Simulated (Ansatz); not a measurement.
```xyz
13

C    -1.7571    0.2173   -0.9756
Ga    0.0926    0.0424   -0.3608
C     1.1229   -1.4944    0.3009
O     0.2155    1.4220    1.3222
F     1.1740    1.3357   -1.0556
H    -2.4536   -0.2670   -0.2881
H    -2.0262    1.2713   -1.0616
H    -1.8796   -0.2448   -1.9580
H     2.1299   -1.1899    0.5936
H     0.6342   -1.9674    1.1565
H     1.2200   -2.2538   -0.4785
H     0.7616    1.1070    2.0494
H     0.7861    1.9867    0.7704
```

Geometry: PBE0-D4/def2-TZVP.

These are results of RKS PBE0-D4/def2-TZVPP in Ansatz 0.2.0, not measurements.

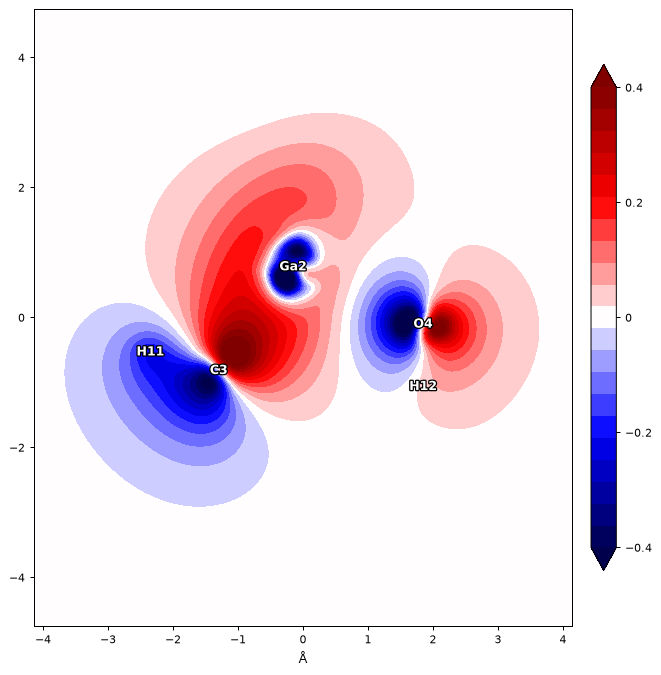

C₂H₈FGaO. The HOMO−1 on the plane of atoms C3, Ga2 and O4 (values in Å⁻³ᐟ²; the overall sign is arbitrary).

Q: What is the character of this orbital?

A: It lies mainly on Ga2 (about 25 %), F5 (about 25 %), C3 (about 15 %), C1 (about 15 %) and O4 (about 5 %). Its energy is −9.09 eV.
